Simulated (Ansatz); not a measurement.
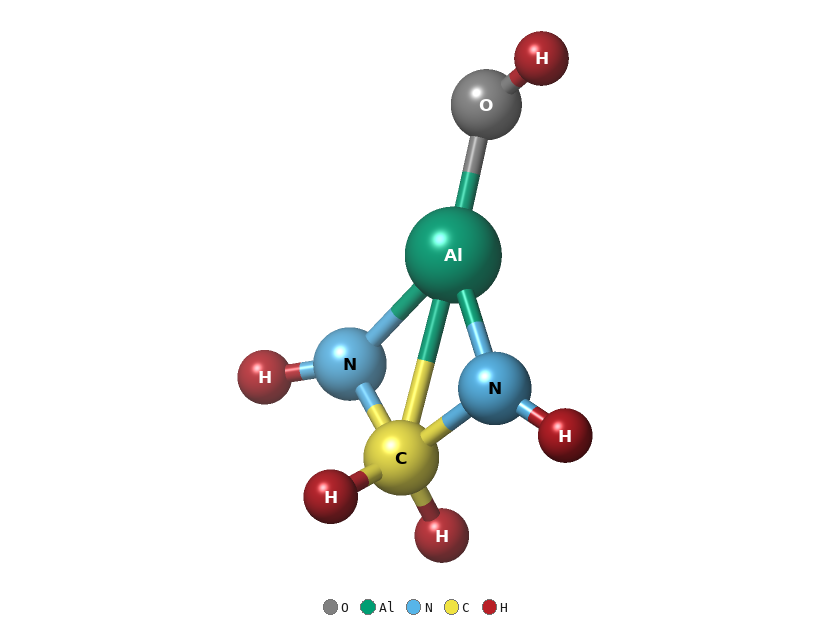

The geometry was computed by an optimisation with PBE-D4/def2-SVP. No frequency run is at hand to confirm it as a minimum. Method: RKS PBE-D4/def2-SVP (Ansatz 0.2.0).

What does the calculation give?

The species is CH₅AlN₂O.
- dipole moment: 1.28 D
- dispersion correction: −18.3 kJ/mol
